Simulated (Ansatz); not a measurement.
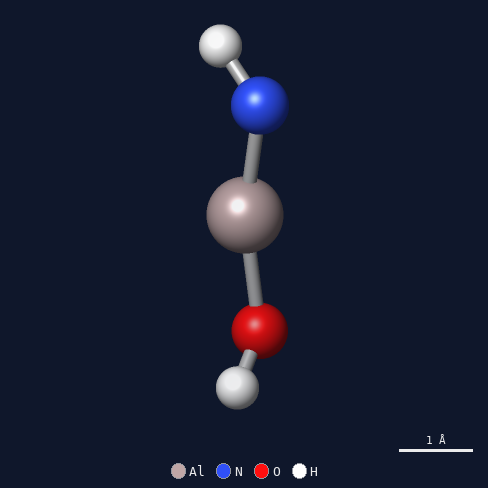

A ball-and-stick model of a molecule. Every bond is drawn as one stick, whatever its order.

**Give the formula.**

AlH₂NO, 5 atoms: 1 aluminium, 2 hydrogen, 1 nitrogen and 1 oxygen.

**How many bonds of each kind are drawn?**

1 Al–N, 1 Al–O, 1 N–H, 1 O–H. Sticks follow a distance rule.

More results for the same structure follow; atom numbers are the same in all pictures, views and colours differ. Computed geometry: PBE0-D4/def2-TZVP optimisation.

## Electronic properties

Level of theory: RKS PBE0-D4/def2-TZVPP (Ansatz 0.2.0).

**Estimate the LUMO energy (Kohn–Sham orbital).**

−2.01 eV.

**Estimate the HOMO energy (Kohn–Sham orbital).**

−6.36 eV.

## Thermal motion

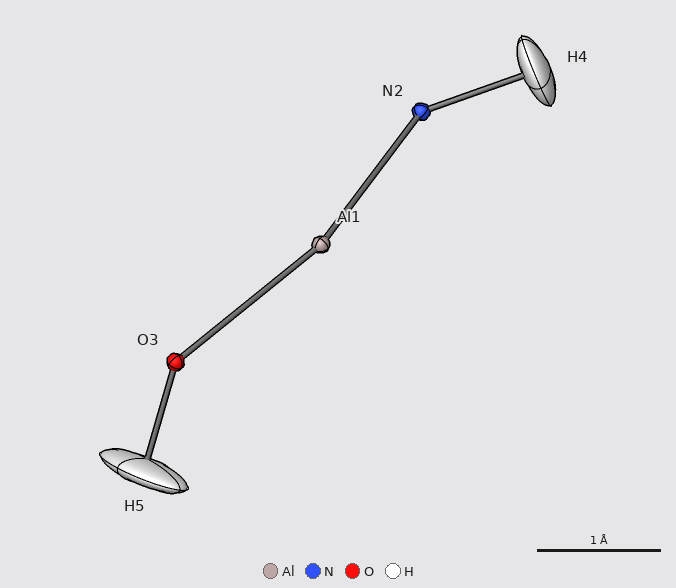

Displacement ellipsoids at the 50 % level, from the internal vibrations of the free molecule (harmonic, no overall translation or rotation; no half-axis is drawn under 0.075 Å). Vibrations computed with RKS PBE0-D4/def2-TZVP (Ansatz 0.2.0). Temperature: 100 K.

**Which atom moves most?**

H5, with U_eq = 0.0509 Å².

**Does H5 move more along its bond or across it?**

Across it: the root-mean-square amplitude is 0.070 Å along the bond and up to 0.343 Å across, since bending and torsion are softer than stretching.

Give the displacement parameters, one line for each set of equivalent atoms.

```tsv
atom	U_eq (Å²)	rms amplitudes (Å)
Al1	0.0012	0.018, 0.038, 0.042
N2	0.0013	0.034, 0.037, 0.038
O3	0.0013	0.025, 0.033, 0.048
H4	0.0278	0.075, 0.186, 0.208
H5	0.0509	0.068, 0.174, 0.343
```

## Vibrations

Harmonic vibrations computed with RKS PBE0-D4/def2-TZVP (Ansatz 0.2.0) at a stationary point of the same level.

**List the wavenumbers.**

9 modes: 124, 206, 298, 485, 514, 775, 1123, 3643, 3982 cm⁻¹.

## Dipole moment

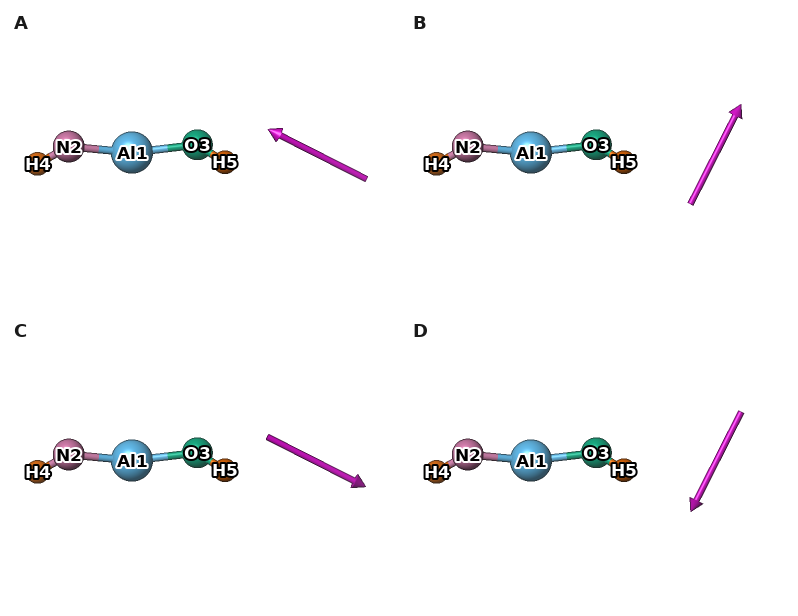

The same molecule four times, each with an arrow. Level of theory: RKS PBE0-D4/def2-TZVP (Ansatz 0.2.0).

**Which arrow points along the dipole moment, from the negative to the positive end?**

C. The dipole moment is 3.68 D; it points from the side of H4 to the side of H5 (the outermost atoms at the two ends).
